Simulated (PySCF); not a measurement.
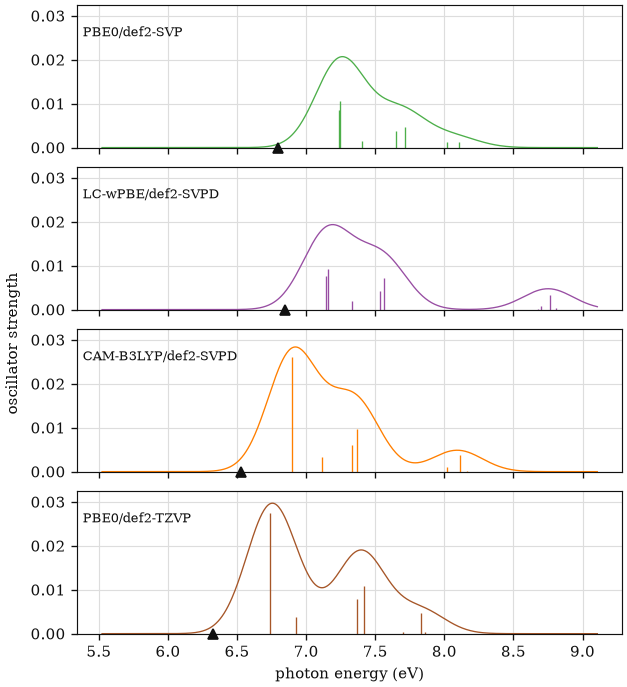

Vertical TDDFT spectra of C₃H₅Cl₃, SMILES CCC(Cl)(Cl)Cl at one geometry and several levels (PySCF 2.14.0, at a PBE0-D3(BJ)/def2-SVP geometry (no frequency check)); sticks with Gaussians of 1/e half-width 0.25 eV, the triangle marks S1, which has the same leading orbital pair at all these levels. Only the lowest states were computed, so the high end is incomplete. States within 0.01 eV of each other are merged, with their strengths summed. The highest state may be half of a pair whose partner wasn't computed.

> How far does S1 move with the level of theory?

From lowest to highest: PBE0/def2-TZVP 6.32 eV, CAM-B3LYP/def2-SVPD 6.53 eV, PBE0/def2-SVP 6.80 eV, LC-wPBE/def2-SVPD 6.84 eV; a spread of 0.52 eV.

Limits of at least one run: core orbitals are frozen in the response; def2-SVP has no diffuse functions, so states with Rydberg character are missing or too high; def2-TZVP has no diffuse functions, so states with Rydberg character are missing or too high.
